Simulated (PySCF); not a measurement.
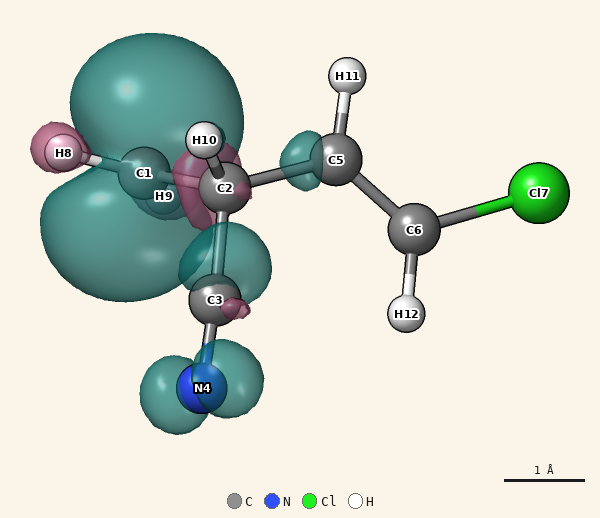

Figure. C₅H₅ClN (doublet). Isosurfaces of the spin density (α minus β) at +0.015 (teal) and −0.015 e/Å³ (pink), seen at a tilt.

Geometry: GFN2-xTB.

The calculation used UKS B3LYP, pcH-1 on C Cl H N, non-relativistic, mean-field spin-orbit, GIAO in PySCF 2.14.0, density-fitted response routines.

| atom | x (Å) | y (Å) | z (Å) |
| --- | --- | --- | --- |
| C | -1.2733 | 1.2222 | 0.0797 |
| C | -0.6156 | -0.0425 | 0.4849 |
| C | -1.0978 | -1.0244 | -0.4753 |
| N | -1.5327 | -1.7423 | -1.2522 |
| C | 0.8875 | 0.0764 | 0.4871 |
| C | 1.6838 | -0.5587 | -0.3556 |
| Cl | 3.3905 | -0.3691 | -0.3265 |
| H | -2.2444 | 1.4753 | 0.4572 |
| H | -0.8510 | 1.8049 | -0.7154 |
| H | -0.9613 | -0.3580 | 1.4787 |
| H | 1.2847 | 0.7600 | 1.2229 |
| H | 1.3310 | -1.2445 | -1.1114 |

Which atoms carry the spin?

Answer. The unpaired spin (1 electron) lies mostly on C1 (about 0.7), in electrons by Hirshfeld's partition.
